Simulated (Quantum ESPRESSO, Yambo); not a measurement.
# Excitons of AlN (F-43m) on ever denser meshes, part 2 of 4

Aim: the absorption spectrum of AlN (F-43m) with electron-hole interaction, and what each part of the kernel does.

Quantum ESPRESSO 7.5 and Yambo 5.3.0; PBE and many-body steps on it, plane waves. Known limits of the many-body steps: not at the basis limit; coarse k mesh; bindings not settled in the k mesh.

So far. Step 4 (Screening and self-energy, 4×4×4 mesh, 51 bands …): The gap on the mesh goes from 3.32 eV to 4.37 eV, a correction of +1.05 eV. Step 5 (Empty states on the mesh, 4×4×4 mesh, 12 bands): On this mesh the gap is 3.325 eV.

### 7. Excitons

Optical absorption needs the electron-hole interaction, solved here in a basis of vertical transitions on the mesh.

This step: Bethe-Salpeter equation on PBE with a scissors shift, plane waves, norm-conserving pseudopotentials.

File bse3.in:

```
optics
bss
bse
em1s
dipoles
rim_cut
RandQpts= 1000000
RandGvec= 1 RL
Chimod= "HARTREE"
BSKmod= "SEX"
BSEmod= "resonant"
BSSmod= "d"
BSENGexx= 20 Ry
BSENGBlk= 4 Ry
% BSEQptR
 1 | 1 |
%
% BSEBands
 2 | 5 |
%
% BEnRange
 0 | 8 | eV
%
% BDmRange
 0.1 | 0.1 | eV
%
BEnSteps= 161
% BLongDir
 1 | 0 | 0 |
%
% BndsRnXs
 1 | 12 |
%
NGsBlkXs= 4 Ry
% LongDrXs
 1 | 1 | 1 |
%
% KfnQP_E
 1.326 | 1.0 | 1.0 |
%
WRbsWF
FFTGvecs= 32 Ry
```

Launch:

```sh
OMP_NUM_THREADS=1 mpirun -n 8 yambo -F bse3.in -J bse3 -C bse3 > bse3.log
```

The log of the run:

```text
 Yambo, version 5.3.0

 [02] CORE Variables Setup
 =========================

  [... cell, symmetries and grids as in the set-up ...]

  [02.05] Energies & Occupations
  ==============================

  [X] === General ===
  [X] Electronic Temperature                        :  0.000000  0.000000 [eV K]
  [X] Bosonic    Temperature                        :  0.000000  0.000000 [eV K]
  [X] Finite Temperature mode                       : no
  [X] El. density                                   :  0.38398E+24 [cm-3]
  [X] Fermi Level                                   :  6.956541 [eV]

  [X] === Gaps and Widths ===
  [X] Conduction Band Min                           :  3.324859 [eV]
  [X] Valence Band Max                              :  0.000000 [eV]
  [X] Filled Bands                                  :   4
  [X] Empty Bands                                   :   5  12
  [X] Direct Gap                                    :  4.192097 [eV]
  [X] Direct Gap localized at k                     :  1
  [X] Indirect Gap                                  :  3.324859 [eV]
  [X] Indirect Gap between kpts                     :   1   7
  [X] Last valence band width                       :  2.697199 [eV]
  [X] 1st conduction band width                     :  4.489929 [eV]

 [03] Transferred momenta grid and indexing
 ==========================================

 [BZ sampling] Q-grid is User defined and/or read from the database

 IBZ Q-points                                      :   8
 BZ  Q-points                                      :   64

 K/Q-points units:
 rlu = crystal or reduced units; cc = cartesian coordinates; iku = interal k-units

 Q [1]          [rlu]:  0.000000  0.000000  0.000000
 Q [2]          [rlu]: -0.52978E-17 -0.52978E-17  0.25000
 Q [3]          [rlu]:  0.10596E-16  0.10596E-16 -0.50000
 Q [4]          [rlu]: -0.19945E-16  0.25000      0.25000
 Q [5]          [rlu]:  0.11300E-16  0.25000      0.50000
 Q [6]          [rlu]:  0.10596E-16  0.25000     -0.25000
 Q [7]          [rlu]:  0.39890E-16 -0.50000     -0.50000
 Q [8]          [rlu]:  0.250000 -0.500000 -0.250000

  [03.01] X + BSE indexes
  =======================

   [03.01.01] Sigma indexes
   ========================

 [04] Coloumb potential Random Integration (RIM)
 ===============================================

  [04.01] RIM initialization
  ==========================

  * Diagonal components only detected *

  8 x (sBL volume)        :  0.220531 [a.u.]
  sBZ random points       :  1000000
  Points outside the sBZ  :   7999624
  RL volume               :  1.764245 [a.u.]
  Integrated volume       :  1.764328 [a.u.]

  [04.02] RIM integrals
  =====================

  Gamma point sphere radius             :  0.109591 [a.u.]
  Points outside the sphere             :   799635
  [Int_sBZ(q=0) 1/q^2]*(Vol_sBZ)^(-1/3) =:  7.763403
                                 should be <:  7.795600

  Summary of Coulomb integrals for non-metallic bands |Q|[au] RIM/Bare

  Q [1] 0.100000E-4 0.995870 * Q [2] 0.329610 1.064378
  Q [4] 0.380601 1.063960 * Q [6] 0.538251 1.026260
  Q [5] 0.631155 1.019161 * Q [3] 0.659220 1.016674
  Q [7] 0.761202 1.013019 * Q [8] 0.851049 1.009952

 [05] External/Internal QP corrections
 =====================================

 [QP_apply] Action to be applied: USER defined scissor

  [05.01]  QP corrections report
  ==============================

  [K+QP] === General ===
  [K+QP] Electronic Temperature                     :  0.000000  0.000000 [eV K]
  [K+QP] Bosonic    Temperature                     :  0.000000  0.000000 [eV K]
  [K+QP] Finite Temperature mode                    : no
  [K+QP] El. density                                :  0.38398E+24 [cm-3]
  [K+QP] Fermi Level                                :  0.000000 [eV]

  [K+QP] === Gaps and Widths ===
  [K+QP] Conduction Band Min                        :  4.650859 [eV]
  [K+QP] Valence Band Max                           :  0.000000 [eV]
  [K+QP] Filled Bands                               :   4
[...]
MATRIX transfer (X_G_finite_q_X_redux_1_1) :      0.0005s P1 ( 8 calls,   0.061 msec avg) [MAX]      0.0001s P5 ( 8 calls,   0.011 msec avg) [min]
                         IO_and_Messaging_switch :      0.0002s P5 (69 calls,   0.003 msec avg) [MAX]      0.0002s P2 (69 calls,   0.002 msec avg) [min]
                          BSE components folding :      0.0003s P6 [MAX]      0.0002s P4 [min]
                                    PP_uspp_init :      0.0004s P5 (16 calls,   0.027 msec avg) [MAX]      0.0004s P7 (16 calls,   0.023 msec avg) [min]
                              BSE matrix (REDUX) :      0.0008s P4 [MAX]      0.0007s P7 [min]
                                  eval_G_minus_G :      0.0012s P4 [MAX]      0.0010s P3 [min]
                                       X (REDUX) :      0.0060s P6 ( 8 calls,   0.751 msec avg) [MAX]      0.0012s P1 ( 8 calls,   0.150 msec avg) [min]
                                     K_WF_phases :      0.0213s P7 [MAX]      0.0028s P4 [min]
                            X T_space Kernel sum :      0.0171s P5 (32 calls,   0.533 msec avg) [MAX]      0.0033s P7 (32 calls,   0.102 msec avg) [min]
                             PARALLEL_lin_system :      0.0041s P1 ( 8 calls,   0.515 msec avg) [MAX]      0.0037s P2 ( 8 calls,   0.466 msec avg) [min]
                          MATRIX transfer (NONE) :      0.0046s P8 ( 2 calls,   2.311 msec avg) [MAX]      0.0038s P1 ( 2 calls,   1.894 msec avg) [min]
                                   X (procedure) :      0.0091s P1 ( 8 calls,   1.136 msec avg) [MAX]      0.0040s P8 ( 8 calls,   0.498 msec avg) [min]
                                     BSE dipoles :      0.0059s P2 [MAX]      0.0057s P4 [min]
                                           io_BS :      0.0070s P1 (29 calls,   0.242 msec avg) [MAX]      0.0061s P7 (27 calls,   0.225 msec avg) [min]
                                        io_QINDX :      0.0139s P1 ( 5 calls,   2.776 msec avg) [MAX]      0.0066s P7 ( 3 calls,   2.192 msec avg) [min]
                                     io_KB_pwscf :      0.0123s P5 ( 7 calls,   1.762 msec avg) [MAX]      0.0078s P2 ( 6 calls,   1.303 msec avg) [min]
                                            io_X :      0.0458s P1 (25 calls,   1.831 msec avg) [MAX]      0.0114s P7 (25 calls,   0.454 msec avg) [min]
                                      Xo (REDUX) :      0.0443s P2 ( 8 calls,   5.532 msec avg) [MAX]      0.0143s P1 ( 8 calls,   1.792 msec avg) [min]
                                      io_DIPOLES :      0.0299s P5 (19 calls,   1.572 msec avg) [MAX]      0.0147s P2 (15 calls,   0.977 msec avg) [min]
                                         io_GROT :      0.0207s P1 ( 2 calls,  10.365 msec avg) [MAX]      0.0154s P8 ( 2 calls,   7.695 msec avg) [min]
                                 bz_samp_indexes :      0.0164s P5 [MAX]      0.0154s P1 [min]
                                      T_space IP :      0.0199s P4 [MAX]      0.0176s P3 [min]
                               T_space CORR Osc. :      0.0330s P6 (16 calls,   2.065 msec avg) [MAX]      0.0178s P7 (16 calls,   1.112 msec avg) [min]
              PARALLEL_HERMITIAN_diagonalization :      0.0192s P1 [MAX]      0.0186s P8 [min]
                                     io_fragment :      0.0299s P5 (55 calls,   0.543 msec avg) [MAX]      0.0221s P7 (51 calls,   0.433 msec avg) [min]
                                  LINEAR ALGEBRA :      0.0272s P4 ( 9 calls,   3.027 msec avg) [MAX]      0.0231s P7 [min]
                                  DIPOLE_g_space :      0.0394s P5 [MAX]      0.0237s P2 [min]
                                     WF_load_FFT :      0.0329s P3 (17 calls,   1.935 msec avg) [MAX]      0.0242s P7 (16 calls,   1.514 msec avg) [min]
                                       FFT_setup :      0.0384s P4 (21 calls,   1.830 msec avg) [MAX]      0.0305s P7 (20 calls,   1.524 msec avg) [min]
                                           io_WF :      0.0453s P3 (64 calls,   0.707 msec avg) [MAX]      0.0338s P7 (60 calls,   0.564 msec avg) [min]
                                    Diago Solver :      0.0517s P1 [MAX]      0.0452s P5 [min]
                                T_space EXX Osc. :      0.0608s P4 (11 calls,   5.523 msec avg) [MAX]      0.0464s P7 (10 calls,   4.643 msec avg) [min]
                                  Xo (procedure) :      0.0712s P6 ( 8 calls,   8.901 msec avg) [MAX]      0.0563s P2 ( 8 calls,   7.041 msec avg) [min]
                                X T_space Kernel :      0.1299s P5 [MAX]      0.1071s P7 [min]
                                             RIM :      0.7162s P8 [MAX]      0.7135s P3 [min]
                                         Dipoles :      1.0573s P1 [MAX]      1.0572s P2 [min]

 [11] Game Over & Game summary
```

It took 3.1 s on 8 MPI ranks of Intel Xeon at 2.60GHz (Ice Lake), shared host; peak memory 2 GiB.

Numbers from this step:

| Item | Value |
| --- | --- |
| transitions in the window | 192 |
| direct gap of the transition levels | 5.518 eV |
| lowest state | 4.879 eV |
| first strong exciton (over a fiftieth of the strongest listed) | 4.879 eV |
| binding of the lowest state below the direct gap | 0.6393 eV |
| Coulomb term of one mesh cell | 0.7516 eV |

The binding is 0.85 times the screened Coulomb term of one mesh cell (0.75 eV), so it is not shown settled.

The lowest state lies at 4.879 eV, 0.639 eV under the direct gap.

Lines within 3 meV are set at the lowest of them, and the highest group, which the list may cut short, is left out; lines within 3 meV are set at the lowest of them, and the highest group, which the list may cut short, is left out. Exciton lines, with heights relative to the strongest:

```csv
position (eV),lines merged,"strength, relative"
4.879,3,30
5.752,3,0.1
5.774,3,43
7.159,3,100
7.297,3,0.0
7.356,2,0.0
7.418,3,0.0
```

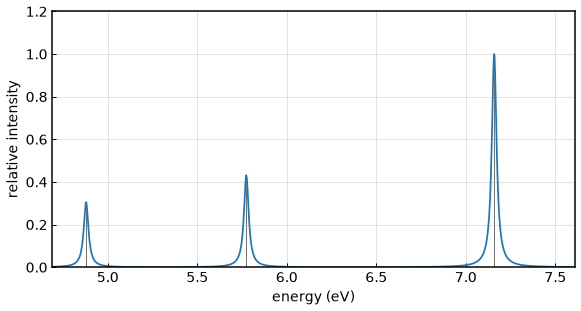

The exciton spectrum, broadened with Lorentzians of width 0.032 eV; bars mark the lines.

The ε₂ has structure finer than the step of the table below, so its rows give means over 0.5 eV, whole bins alone (the curve runs from 0 to 8 eV). Peaks (eV: height): BSE 4.90: 11.6, 5.75: 15.9, 7.15: 38.6; no electron-hole interaction 5.50: 7.06, 6.45: 9.72.

Field along x; broadening 0.1 eV; transition window only. Limits: finite bands, cutoff and mesh; coarse k mesh; exciton not shown settled in the k mesh. ε₂ against photon energy; means over each step:

| photon energy (eV) | BSE | no electron-hole interaction |
| --- | --- | --- |
| 0.5 | 0.0255 | 0.0174 |
| 1.0 | 0.0306 | 0.0202 |
| 1.5 | 0.0376 | 0.0238 |
| 2.0 | 0.0475 | 0.0285 |
| 2.5 | 0.0626 | 0.0350 |
| 3.0 | 0.0877 | 0.0444 |
| 3.5 | 0.137 | 0.0591 |
| 4.0 | 0.269 | 0.0854 |
| 4.5 | 1.34 | 0.146 |
| 5.0 | 5.59 | 0.436 |
| 5.5 | 4.31 | 3.57 |
| 6.0 | 5.70 | 1.26 |
| 6.5 | 1.52 | 4.91 |
| 7.0 | 16.3 | 0.787 |
| 7.5 | 10.1 | 1.37 |

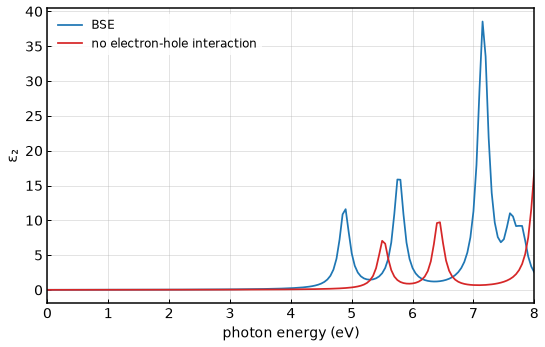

ε₂, plotted against photon energy.

### 8. Triplet (no exchange term)

bse4.in, as its differences from bse3.in of step 7:

```diff
@@ -12,3 +12,3 @@
 BSSmod= "d"
-BSENGexx= 20 Ry
+BSENGexx= 1 RL
 BSENGBlk= 4 Ry
```

Launch:

```sh
OMP_NUM_THREADS=1 mpirun -n 8 yambo -F bse4.in -J bse4,bse3_W -C bse4 > bse4.log
```

The log of the run:

```text
 Yambo, version 5.3.0

 [02] CORE Variables Setup
 =========================

  [... cell, symmetries and grids as in the set-up ...]

  [02.05] Energies & Occupations
  ==============================

  [X] === General ===
  [X] Electronic Temperature                        :  0.000000  0.000000 [eV K]
  [X] Bosonic    Temperature                        :  0.000000  0.000000 [eV K]
  [X] Finite Temperature mode                       : no
  [X] El. density                                   :  0.38398E+24 [cm-3]
  [X] Fermi Level                                   :  6.956541 [eV]

  [X] === Gaps and Widths ===
  [X] Conduction Band Min                           :  3.324859 [eV]
  [X] Valence Band Max                              :  0.000000 [eV]
  [X] Filled Bands                                  :   4
  [X] Empty Bands                                   :   5  12
  [X] Direct Gap                                    :  4.192097 [eV]
  [X] Direct Gap localized at k                     :  1
  [X] Indirect Gap                                  :  3.324859 [eV]
  [X] Indirect Gap between kpts                     :   1   7
  [X] Last valence band width                       :  2.697199 [eV]
  [X] 1st conduction band width                     :  4.489929 [eV]

 [03] Transferred momenta grid and indexing
 ==========================================

 IBZ Q-points                                      :   8
 BZ  Q-points                                      :   64

 K/Q-points units:
 rlu = crystal or reduced units; cc = cartesian coordinates; iku = interal k-units

 Q [1]          [rlu]:  0.000000  0.000000  0.000000
 Q [2]          [rlu]: -0.52978E-17 -0.52978E-17  0.25000
 Q [3]          [rlu]:  0.10596E-16  0.10596E-16 -0.50000
[...]
io_QINDX :      0.0075s P2 ( 3 calls,   2.508 msec avg) [MAX]      0.0061s P8 ( 3 calls,   2.040 msec avg) [min]
                                   io_BS :      0.0074s P4 (29 calls,   0.254 msec avg) [MAX]      0.0062s P8 (27 calls,   0.231 msec avg) [min]
                             BSE dipoles :      0.0065s P7 [MAX]      0.0063s P2 [min]
                              io_DIPOLES :      0.0095s P2 ( 5 calls,   1.899 msec avg) [MAX]      0.0077s P8 ( 5 calls,   1.547 msec avg) [min]
                             WF_load_FFT :      0.0171s P4 (12 calls,   1.428 msec avg) [MAX]      0.0126s P5 (11 calls,   1.147 msec avg) [min]
                                 io_GROT :      0.0172s P6 ( 2 calls,   8.615 msec avg) [MAX]      0.0157s P5 ( 2 calls,   7.849 msec avg) [min]
                             io_fragment :      0.0192s P4 (37 calls,   0.519 msec avg) [MAX]      0.0161s P5 (35 calls,   0.461 msec avg) [min]
                       T_space CORR Osc. :      0.0349s P6 (16 calls,   2.179 msec avg) [MAX]      0.0178s P7 (16 calls,   1.115 msec avg) [min]
                              T_space IP :      0.0228s P1 [MAX]      0.0182s P5 [min]
                                   io_WF :      0.0265s P4 (42 calls,   0.631 msec avg) [MAX]      0.0192s P5 (38 calls,   0.505 msec avg) [min]
      PARALLEL_HERMITIAN_diagonalization :      0.0203s P2 [MAX]      0.0192s P7 [min]
                               FFT_setup :      0.0327s P4 (13 calls,   2.513 msec avg) [MAX]      0.0235s P5 (12 calls,   1.961 msec avg) [min]
                          LINEAR ALGEBRA :      0.0240s P5 [MAX]      0.0239s P1 [min]
                                    io_X :      0.0355s P4 (24 calls,   1.478 msec avg) [MAX]      0.0317s P3 (24 calls,   1.322 msec avg) [min]
                        T_space EXX Osc. :      0.0620s P4 (11 calls,   5.640 msec avg) [MAX]      0.0440s P5 (10 calls,   4.402 msec avg) [min]
                            Diago Solver :      0.0519s P1 [MAX]      0.0453s P5 [min]
                        X T_space Kernel :      0.1310s P6 [MAX]      0.1063s P7 [min]

 [11] Game Over & Game summary
[key lines of the parts left out:]
Dipoles :      0.0037s P4 [MAX]      0.0033s P2 [min]
```

Wall time 1.2 s (8 MPI ranks); peak memory 0.25 GiB; 8 s of CPU time.

The lowest triplet lies at 4.816 eV; without spin-orbit coupling triplets are dark, so no spectrum is read.

### 9. Empty states on the mesh, 6×6×6 mesh, 12 bands

This step: Quantum ESPRESSO 7.5; DFT, PBE, plane waves, norm-conserving pseudopotentials.

File pw.in:

```
&control
  calculation = 'nscf'
  prefix = 'x'
  outdir = 'o'
  pseudo_dir = 'pseudo'
/
&system
  ibrav = 0
  nat = 2
  ntyp = 2
  ecutwfc = 72.0
  nbnd = 12
  force_symmorphic = .true.
/
&electrons
  conv_thr = 1e-9
  electron_maxstep = 80
  diago_full_acc = .true.
  diago_thr_init = 5e-6
/
ATOMIC_SPECIES
  Al 26.982 Al.upf
  N 14.007 N.upf
CELL_PARAMETERS angstrom
  -0.0000000000 2.1839935596 2.1839935596
  2.1839935596 -0.0000000000 2.1839935596
  2.1839935596 2.1839935596 -0.0000000000
ATOMIC_POSITIONS crystal
  Al 0.0000000000 0.0000000000 0.0000000000
  N 0.7500000000 0.7500000000 0.7500000000
K_POINTS automatic
  6 6 6 0 0 0
```

Launch:

```sh
OMP_NUM_THREADS=1 mpirun -n 8 pw.x -nk 4 -in pw.in > pw.out
```

The log of the run:

```text
[banner, memory and clock lines left out]
Program PWSCF v.7.5 starts

     Atomic positions and unit cell read from directory:
     o/x.save/

     Message from routine setup:
     using ibrav=0 with symmetry is DISCOURAGED, use correct ibrav instead

     bravais-lattice index     =            0
     lattice parameter (alat)  =       5.8367  a.u.
     unit-cell volume          =     140.5985 (a.u.)^3
     number of atoms/cell      =            2
     number of atomic types    =            2
     number of electrons       =         8.00
[...]
-8.0106   6.9565   6.9565   6.9565  11.1486  19.5460  19.5460  19.5460
    24.7019  24.7019  26.0437  26.0437

          k = 0.1179 0.1179-0.1179 (  1432 PWs)   bands (ev):

    -7.6130   5.1062   6.8245   6.8245  12.5676  18.6233  19.7060  19.7060
    22.8851  22.8852  24.6199  29.5881

          k = 0.2357 0.2357-0.2357 (  1441 PWs)   bands (ev):

    -6.6263   2.4092   6.5853   6.5853  13.9677  17.3522  18.7127  18.7127
    24.2950  24.5070  24.5070  32.3265

          k =-0.3536-0.3536 0.3536 (  1458 PWs)   bands (ev):

     [... further k-points ...]

     highest occupied, lowest unoccupied level (ev):     6.9565   10.2814

     XML data file, pseudopotentials, collected wavefunctions
```

It took 1.2 s on 8 MPI ranks; peak memory 0.05 GiB; 8.1 s of CPU time.

Numbers from this step:

```
gap                                                           : 3.325 eV
k of the valence top                                          : 0, 0, 0
k of the conduction bottom                                    : 0, -0.5, -0.5
least direct gap                                              : 4.192 eV
k points computed                                             : 16
lowest point of the top converged band, above the valence top : 19.09 eV
```

On this mesh the gap is 3.325 eV.

### 10. Conversion and set-up

This step: Yambo 5.3.0; conversion and set-up on PBE, plane waves, norm-conserving pseudopotentials.

Launch:

```sh
(cd o/x.save; p2y > p2y.log; mv SAVE ../..); yambo > setup.log
```

The log of the run:

```text
 Yambo, version 5.3.0

 [02] CORE Variables Setup
 =========================

  [02.01] Unit cells
  ==================

  Cell kind             :  FCC
  Atoms in the cell     :  Al  N
  number of Al atoms    :  1
  number of N  atoms    :  1

  List of atomic masses
  Mass of Al    :  26.98200
  Mass of N     :  14.00700

  List of atomic coordinates    : [cc]
  Al1       :  0.000000  0.000000  0.000000  order 1
  N1       :  6.190725  6.190725  6.190725  order 2

  Alat factors          :  4.127150  4.127150  4.127150 [a.u.]
  Direct lattice volume :  140.5985 [a.u.]
[...]
Q [ 1]         [rlu]:  0.000000  0.000000  0.000000
 Q [ 2]         [rlu]:  0.37242E-17  0.37242E-17  0.16667
 Q [ 3]         [rlu]:  0.74483E-17  0.74483E-17  0.33333
[...]
Q [ 8]         [rlu]:  0.10596E-16  0.16667     -0.33333
 Q [ 9]         [rlu]: -0.74483E-17  0.16667     -0.16667
 Q [10]         [rlu]: -0.22848E-17  0.33333      0.33333
     [... 4 further rows ...]
 Q [15]         [rlu]:  0.166667  0.333333 -0.333333
 Q [16]         [rlu]:  0.166667 -0.500000 -0.333333

  [03.01] X indexes
  =================

   [03.01.01] Sigma indexes
   ========================

 [06] Game Over & Game summary
```

The job ended after 2.4 s (1 MPI rank; peak memory 0.24 GiB).

(Part 2 of 4 ends here.)

[Paths, hosts, dates, memory and timing lines, banners, echoed tables and standing remarks are left out of the program output.]

[Logs are printed without paths, hosts, clocks, repeated set-up lines and the standing remarks that a program may print on its own settings, such as how far it seeks lower states.]

[Runs of the session that timed out or met a known fault of the program may be left out.]

[Hosts, paths, dates, database ids (printed as entryN), source tags and the programs' standing remarks are cut or masked in the printed files.]
